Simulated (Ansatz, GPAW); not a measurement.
# HgS (110), 5 units: work function by functional and basis, part 2 of 3

Wanted: work functions and dipole of HgS (110), 5 units, with the cost of each level. Where a layer proves gapped, the work function hangs on where the smearing puts the Fermi level, and the band edges take its place.

GPAW 26.7.0 and Ansatz 0.2.0; Ansatz plane waves; layer without images along its normal, relaxation of atoms and in-plane cell; PAW set soft_1 (the session's first sound run).

So far. Step 2 (Relaxation): The relaxation lowered the energy of the cell by 0.952 eV.

## Step 3: The slab's potential

With the geometry fixed, the planar mean of the potential gives the vacuum level on each side.

This step: GPAW, PAW setups; slab in vacuum (GPAW 26.7.0).

The cell differs from the one that the last finished run ended in (c 40.346 → 24.772 Å).

The input, run.py:

```python
import json
import numpy as np
from ase import Atoms
from gpaw import GPAW, PW

slab = Atoms(
    ['Hg', 'S', 'Hg', 'S', 'Hg', 'S', 'Hg', 'S', 'Hg', 'S'],
    positions=[
        [2.10495, 3.29654, 8.64229],
        [0.00000, 4.47944, 8.00000],
        [-0.00000, -0.12212, 10.13413],
        [2.10495, 1.39616, 10.30429],
        [2.10495, 2.97501, 12.38609],
        [0.00000, 4.47847, 12.38609],
        [-0.00000, -0.12212, 14.63804],
        [2.10495, 1.39616, 14.46788],
        [2.10495, 3.29654, 16.12988],
        [0.00000, 4.47944, 16.77217]],
    cell=[[4.2099, 0.0, -0.0], [0.0, 6.0126, 0.0], [-0.0, 0.0, 24.7722]],
    pbc=[True, True, False])

slab.calc = GPAW(mode=PW(400), xc='PBE', kpts={'size': (7, 5, 1), 'gamma': True},
                 occupations={'name': 'fermi-dirac', 'width': 0.05}, nbands='160%',
                 convergence={'density': 1e-05}, maxiter=200,
                 poissonsolver={'dipolelayer': 'xy'},
                 symmetry={'tolerance': 1e-3}, txt='slab.txt')
result = {}
energy = slab.get_potential_energy()
fermi = slab.calc.get_fermi_level()
v = slab.calc.get_electrostatic_potential().mean((0, 1)) - fermi
n = slab.calc.get_pseudo_density().mean((0, 1))
L = slab.cell[2, 2]
z = np.arange(len(v)) * L / len(v)
low, high = slab.positions[:, 2].min(), slab.positions[:, 2].max()
below, above = np.interp([low - 5.8, high + 5.8], z, v)
slopes = [np.interp(x, z, np.gradient(v, z)) for x in (low - 5.8, high + 5.8)]
eps = np.array([[slab.calc.get_eigenvalues(k, s) for k in range(len(slab.calc.get_ibz_k_points()))]
                for s in range(slab.calc.get_number_of_spins())]) - fermi
top, bottom = eps[eps < 0].max(), eps[eps > 0].min()
dipole = slab.get_dipole_moment()[2]
print(f'energy {energy:.4f} eV, Fermi level {fermi:.4f} eV, dipole {dipole:.5f} e A')
print(f'potential 5.8 A off the faces, from the Fermi level: lower {below:.4f} eV, upper {above:.4f} eV')
print(f'slope of the potential there: lower {slopes[0]:.5f}, upper {slopes[1]:.5f} eV/A')
print(f'nearest levels on the mesh: {top:.4f} and {bottom:.4f} eV')
print('magnetic moment', round(slab.get_magnetic_moment(), 3))
result.update(energy=energy, fermi=fermi, dipole=dipole, below=below, above=above, slopes=slopes, edges=[top, bottom],
              z=z.tolist(), v=v.tolist(), n=n.tolist(), positions=slab.positions.tolist(),
              forces=slab.get_forces(apply_constraint=False).tolist(), moments=slab.get_magnetic_moments().tolist())
json.dump(result, open('result.json', 'w'))
```

Started as:

```console
$ OMP_NUM_THREADS=1 OPENBLAS_NUM_THREADS=1 python run.py
```

What it wrote:

```text
energy -25.9146 eV, Fermi level -1.3706 eV, dipole -0.00091 e A
potential 5.8 A off the faces, from the Fermi level: lower 5.2972 eV, upper 5.3038 eV
slope of the potential there: lower -0.00004, upper 0.00003 eV/A
nearest levels on the mesh: -0.2808 and 0.2770 eV
magnetic moment 0.0
```

Run time: 3.2 min. Hardware: 1 thread of Intel Xeon 6975P-C (Granite Rapids), shared host; peak memory 0.55 GiB.

Numbers from this step:

```
dipole along the normal                    : -9.08e-4 e·Å
levels nearest the Fermi level on the mesh : -0.2808, 0.2770 eV from the Fermi level
upper work function                        : 5.304 eV
lower work function                        : 5.297 eV
upper ionisation energy                    : 5.585 eV
```

The electrostatic potential energy of an electron (without an applied field's), less the Fermi level, planar mean oscillates, so the rows of the table below give means over windows of 2.06 Å about each position, cut where the curve ends. Its maxima inside the range that stand out by 2 % of the span (Å: eV): 9.3: -1.32, 11.4: 2.00, 13.4: 2.00, 15.5: -1.32. Its minima: 8.2: -7.18, 10.2: -11.7, 12.4: -11.7, 14.6: -11.7, 16.6: -7.18.

Electrostatic potential energy of an electron (without an applied field's), less the Fermi level, planar mean against z; means over each step:

```
z (Å)  electrostatic potential energy of an electron (without an applied field's), less the Fermi level, planar mean (eV)
 1.03                                                                                                                5.30
 3.09                                                                                                                5.30
 5.15                                                                                                                5.28
 7.21                                                                                                                1.19
 9.27                                                                                                               -5.42
11.33                                                                                                               -3.28
13.39                                                                                                               -3.29
15.45                                                                                                               -5.52
17.51                                                                                                               0.889
19.57                                                                                                                5.29
21.63                                                                                                                5.30
23.69                                                                                                                5.30
```

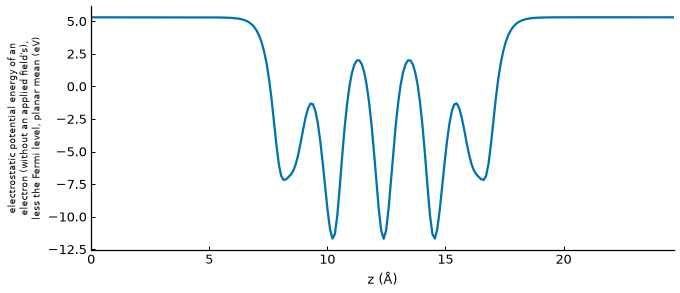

Electrostatic potential energy of an electron (without an applied field's), less the Fermi level, planar mean against z.

The pseudo valence density, planar mean oscillates, so the rows of the table below give means over windows of 1 Å about each position, cut where the curve ends. Its maxima inside the range that stand out by 2 % of the span (Å: e/Å³): 8.7: 0.856, 10.1: 0.900, 12.4: 0.877, 14.7: 0.900, 16.1: 0.856. Its minima: 9.3: 0.308, 11.4: 0.157, 13.4: 0.157, 15.5: 0.308.

Pseudo valence density, planar mean against z; means over each step:

```csv
z (Å),"pseudo valence density, planar mean (e/Å³)"
4,9.6e-6
5,1.8e-4
6,0.00373
7,0.0646
8,0.378
9,0.552
10,0.667
11,0.264
12,0.533
13,0.387
14,0.381
15,0.584
16,0.633
17,0.254
18,0.0363
19,0.00186
20,9.3e-5
21,5.0e-6
```

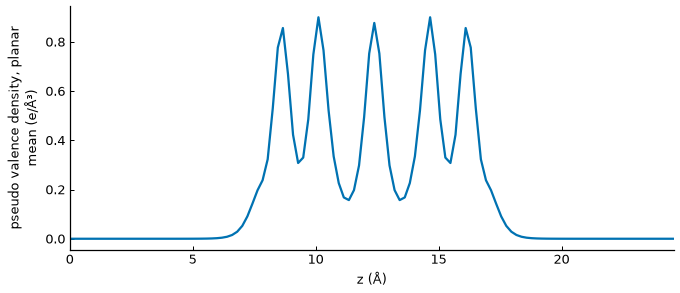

Pseudo valence density, planar mean against z.

Force by atom:

```
atom  x (eV/Å)  y (eV/Å)  z (eV/Å)    size
 Hg1    0.0000   -0.0155   -0.0141  0.0210
  S2    0.0000    0.0305   -0.0713  0.0775
 Hg3    0.0000    0.0013    0.0142  0.0143
  S4    0.0000   -0.0194    0.0136  0.0237
 Hg5    0.0000   -0.0152    0.0000  0.0152
  S6    0.0000    0.0212    0.0000  0.0212
 Hg7    0.0000    0.0013   -0.0142  0.0143
  S8    0.0000   -0.0194   -0.0136  0.0237
 Hg9    0.0000   -0.0155    0.0141  0.0210
 S10    0.0000    0.0305    0.0713  0.0775
```

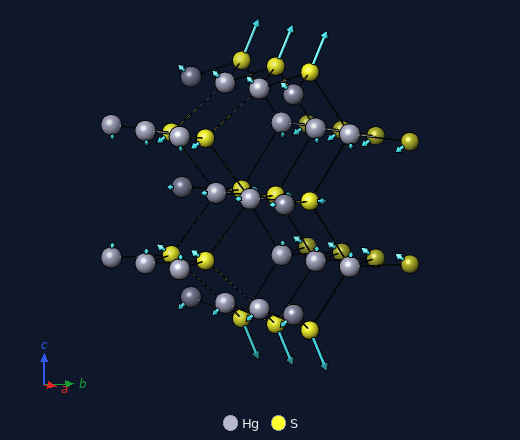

Force as arrows, the longest 0.0775 eV/Å. 2×1×1 cells are drawn. Some periodic images of atoms are drawn too.

The layer is gapped, so the Fermi level lies somewhere inside the gap, set by smearing and numerics, and these work functions are no property of the material; the band edges below the vacuum level are. The potential is flat to 3.6e-5 eV/Å where it is read, so the vacuum is wide enough. The geometry is the other program's minimum; here the largest force on a free atom is 0.078 eV/Å.

## Step 4: Self-consistent run: xc = "revPBE"

The same geometry under revPBE, to see how far the functional moves the levels against the vacuum.

Changes to run.py since step 3:

```diff
@@ -21,3 +21,3 @@
 
-slab.calc = GPAW(mode=PW(400), xc='PBE', kpts={'size': (7, 5, 1), 'gamma': True},
+slab.calc = GPAW(mode=PW(400), xc='revPBE', kpts={'size': (7, 5, 1), 'gamma': True},
                  occupations={'name': 'fermi-dirac', 'width': 0.05}, nbands='160%',
```

What it wrote:

```text
energy -22.9888 eV, Fermi level -1.2552 eV, dipole -0.00091 e A
potential 5.8 A off the faces, from the Fermi level: lower 5.1816 eV, upper 5.1882 eV
slope of the potential there: lower -0.00004, upper 0.00004 eV/A
nearest levels on the mesh: -0.3128 and 0.3088 eV
magnetic moment 0.0
```

Elapsed: 3.4 min, on 1 thread; peak memory 0.55 GiB.

Numbers from this step:

- levels nearest the Fermi level on the mesh: -0.3128, 0.3088 eV from the Fermi level
- upper work function: 5.188 eV
- lower work function: 5.182 eV
- upper ionisation energy: 5.501 eV

The electrostatic potential energy of an electron (without an applied field's), less the Fermi level, planar mean oscillates, so the rows of the table below give means over windows of 2.06 Å about each position, cut where the curve ends. Its maxima inside the range that stand out by 2 % of the span (Å: eV): 9.3: -1.43, 11.4: 1.88, 13.4: 1.88, 15.5: -1.43. Its minima: 8.2: -7.30, 10.2: -11.8, 12.4: -11.8, 14.6: -11.8, 16.6: -7.29.

Electrostatic potential energy of an electron (without an applied field's), less the Fermi level, planar mean against z; means over each step:

| z (Å) | electrostatic potential energy of an electron (without an applied field's), less the Fermi level, planar mean (eV) |
| --- | --- |
| 1.03 | 5.18 |
| 3.09 | 5.18 |
| 5.15 | 5.17 |
| 7.21 | 1.08 |
| 9.27 | -5.53 |
| 11.33 | -3.40 |
| 13.39 | -3.41 |
| 15.45 | -5.63 |
| 17.51 | 0.777 |
| 19.57 | 5.17 |
| 21.63 | 5.19 |
| 23.69 | 5.19 |

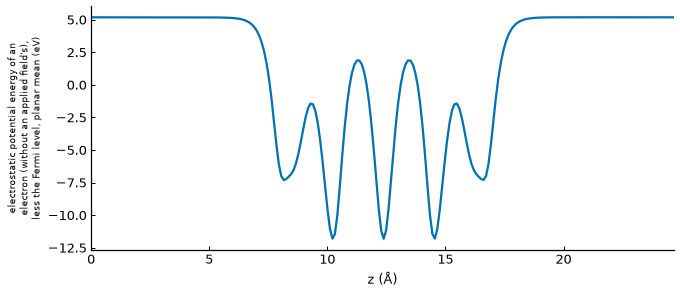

Electrostatic potential energy of an electron (without an applied field's), less the Fermi level, planar mean against z.

The pseudo valence density, planar mean oscillates, so the rows of the table below give means over windows of 1 Å about each position, cut where the curve ends. Its maxima inside the range that stand out by 2 % of the span (Å: e/Å³): 8.7: 0.856, 10.1: 0.900, 12.4: 0.877, 14.7: 0.900, 16.1: 0.856. Its minima: 9.3: 0.307, 11.4: 0.157, 13.4: 0.157, 15.5: 0.307.

Table of pseudo valence density, planar mean by z; means over each step:

| z (Å) | pseudo valence density, planar mean (e/Å³) |
| --- | --- |
| 4 | 1.0e-5 |
| 5 | 1.8e-4 |
| 6 | 0.00370 |
| 7 | 0.0646 |
| 8 | 0.378 |
| 9 | 0.552 |
| 10 | 0.667 |
| 11 | 0.264 |
| 12 | 0.533 |
| 13 | 0.387 |
| 14 | 0.381 |
| 15 | 0.584 |
| 16 | 0.633 |
| 17 | 0.254 |
| 18 | 0.0363 |
| 19 | 0.00184 |
| 20 | 9.6e-5 |
| 21 | 5.4e-6 |

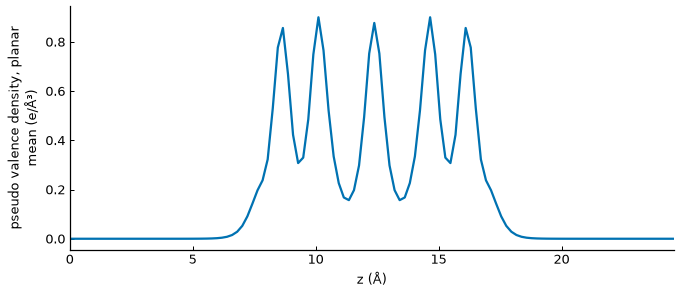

Pseudo valence density, planar mean against z.

Force by atom:

```csv
atom,x (eV/Å),y (eV/Å),z (eV/Å),size
Hg1,0.000,-0.065,-0.086,0.108
S2,0.000,0.081,-0.230,0.244
Hg3,0.000,0.009,0.006,0.011
S4,0.000,-0.031,0.011,0.033
Hg5,0.000,-0.021,0.000,0.021
S6,0.000,0.033,0.000,0.033
Hg7,0.000,0.009,-0.006,0.011
S8,0.000,-0.031,-0.011,0.033
Hg9,0.000,-0.065,0.086,0.108
S10,0.000,0.081,0.230,0.244
```

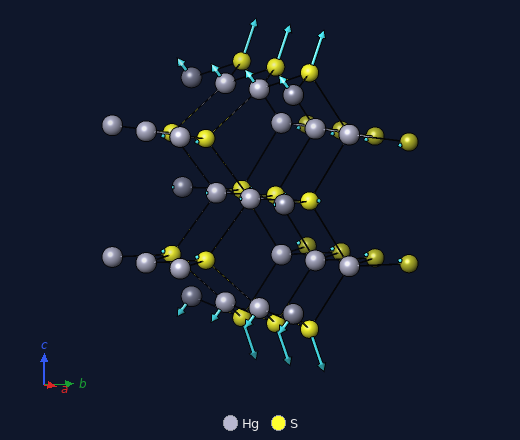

Force as arrows, the longest 0.244 eV/Å. 2×1×1 cells are drawn. Some periodic images of atoms are drawn too.

The highest filled level lies 0.313 eV under the Fermi level, so the ionisation energy from the upper face is 5.188 + 0.313 = 5.501 eV, against 5.585 eV in the base run.

## Step 5: Self-consistent run: xc = "LDA"

The same geometry under LDA, to see how far the functional moves the levels against the vacuum.

Changes to run.py since step 4:

```diff
@@ -21,3 +21,3 @@
 
-slab.calc = GPAW(mode=PW(400), xc='revPBE', kpts={'size': (7, 5, 1), 'gamma': True},
+slab.calc = GPAW(mode=PW(400), xc='LDA', kpts={'size': (7, 5, 1), 'gamma': True},
                  occupations={'name': 'fermi-dirac', 'width': 0.05}, nbands='160%',
```

What it wrote:

```text
energy -32.2471 eV, Fermi level -1.6774 eV, dipole -0.00091 e A
potential 5.8 A off the faces, from the Fermi level: lower 5.5757 eV, upper 5.5823 eV
slope of the potential there: lower -0.00004, upper 0.00003 eV/A
nearest levels on the mesh: -0.2183 and 0.2150 eV
magnetic moment 0.0
```

Elapsed: 3.2 min, on 1 thread; peak memory 0.55 GiB.

This step gave:

```yaml
dipole_along_the_normal: -9.10e-4 e·Å
levels_nearest_the_fermi_level_on_the_mesh: -0.2183, 0.2150 eV from the Fermi level
upper_work_function: 5.582 eV
lower_work_function: 5.576 eV
upper_ionisation_energy: 5.801 eV
```

The highest filled level lies 0.218 eV under the Fermi level, so the ionisation energy from the upper face is 5.582 + 0.218 = 5.801 eV, against 5.585 eV in the base run.

## Step 6: Self-consistent run: xc = "vdW-DF2"

The same geometry under vdW-DF2, to see how far the functional moves the levels against the vacuum (the van der Waals functionals take revPBE setups).

Changes to run.py since step 5:

```diff
@@ -21,3 +21,3 @@
 
-slab.calc = GPAW(mode=PW(400), xc='LDA', kpts={'size': (7, 5, 1), 'gamma': True},
+slab.calc = GPAW(mode=PW(400), xc='vdW-DF2', kpts={'size': (7, 5, 1), 'gamma': True},
                  occupations={'name': 'fermi-dirac', 'width': 0.05}, nbands='160%',
```

What it wrote:

```text
energy -977.8884 eV, Fermi level -1.6529 eV, dipole -0.00091 e A
potential 5.8 A off the faces, from the Fermi level: lower 5.7085 eV, upper 5.7151 eV
slope of the potential there: lower -0.00004, upper 0.00004 eV/A
nearest levels on the mesh: -0.2211 and 0.2163 eV
magnetic moment 0.0
```

The job ended after 3.1 min (1 thread; peak memory 0.87 GiB).

Numbers from this step:

| Quantity | Value |
| --- | --- |
| dipole along the normal | -9.06e-4 e·Å |
| levels nearest the Fermi level on the mesh | -0.2211, 0.2163 eV from the Fermi level |
| upper work function | 5.715 eV |
| lower work function | 5.708 eV |
| upper ionisation energy | 5.936 eV |

The highest filled level lies 0.221 eV under the Fermi level, so the ionisation energy from the upper face is 5.715 + 0.221 = 5.936 eV, against 5.585 eV in the base run.

## Step 7: Real-space grid: mode = "fd"

A real-space grid is a second complete basis, so it checks the plane-wave result.

Changes to run.py since step 6:

```diff
@@ -3,3 +3,3 @@
 from ase import Atoms
-from gpaw import GPAW, PW
+from gpaw import GPAW
 
@@ -21,3 +21,3 @@
 
-slab.calc = GPAW(mode=PW(400), xc='vdW-DF2', kpts={'size': (7, 5, 1), 'gamma': True},
+slab.calc = GPAW(mode='fd', h=0.18, xc='PBE', kpts={'size': (7, 5, 1), 'gamma': True},
                  occupations={'name': 'fermi-dirac', 'width': 0.05}, nbands='160%',
```

What it wrote:

```text
energy -26.2402 eV, Fermi level -5.2987 eV, dipole -0.00093 e A
potential 5.8 A off the faces, from the Fermi level: lower 5.2953 eV, upper 5.3020 eV
slope of the potential there: lower -0.00000, upper 0.00000 eV/A
nearest levels on the mesh: -0.2803 and 0.2765 eV
magnetic moment 0.0
```

It took 23 min on 1 thread; peak memory 3 GiB.

This step gave:

| Quantity | Value |
| --- | --- |
| dipole along the normal | -9.30e-4 e·Å |
| levels nearest the Fermi level on the mesh | -0.2803, 0.2765 eV from the Fermi level |
| upper work function | 5.302 eV |
| lower work function | 5.295 eV |
| upper ionisation energy | 5.582 eV |

The electrostatic potential energy of an electron (without an applied field's), less the Fermi level, planar mean oscillates, so the rows of the table below give means over windows of 2 Å about each position, cut where the curve ends. Its maxima inside the range that stand out by 2 % of the span (Å: eV): 9.3: -1.32, 11.3: 2.03, 13.5: 2.03, 15.5: -1.32. Its minima: 8.2: -7.19, 10.2: -11.6, 12.4: -11.7, 14.6: -11.6, 16.6: -7.18.

Electrostatic potential energy of an electron (without an applied field's), less the Fermi level, planar mean against z; means over each step:

| z (Å) | electrostatic potential energy of an electron (without an applied field's), less the Fermi level, planar mean (eV) |
| --- | --- |
| 1.00 | 5.30 |
| 3.00 | 5.30 |
| 5.00 | 5.29 |
| 7.00 | 2.54 |
| 9.00 | -4.79 |
| 11.00 | -3.38 |
| 13.00 | -3.58 |
| 15.00 | -5.59 |
| 17.00 | -1.98 |
| 19.00 | 5.22 |
| 21.00 | 5.30 |
| 23.00 | 5.30 |

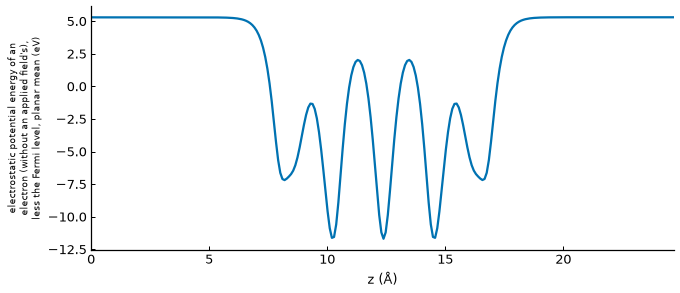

Electrostatic potential energy of an electron (without an applied field's), less the Fermi level, planar mean against z.

The highest filled level lies 0.280 eV under the Fermi level, so the ionisation energy from the upper face is 5.302 + 0.280 = 5.582 eV, against 5.585 eV in the base run.

## Step 8: All levels side by side

Times are for 1 thread of Intel Xeon 6975P-C (Granite Rapids), shared host. The runs compared:

```csv
no.,run,upper ionisation energy (eV),time,memory (GiB)
1,pw,5.585,3.2 min,0.55
2,revPBE,5.501,3.4 min,0.55
3,LDA,5.801,3.2 min,0.55
4,vdW DF2,5.936,3.1 min,0.87
5,fd,5.582,23 min,3.0
```

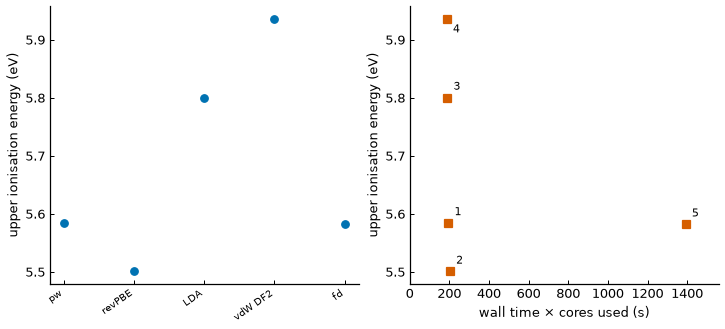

The series as plots; the last panel sets the first result against cost, with the runs numbered as in the table.

[end of part 2 of 3]

[Logs are printed without paths, hosts, clocks, repeated set-up lines and the standing remarks that a program may print on its own settings, such as how far it seeks lower states.]

[Hosts, paths, dates, database ids (printed as entryN), source tags and the programs' standing remarks are cut or masked in the printed files.]
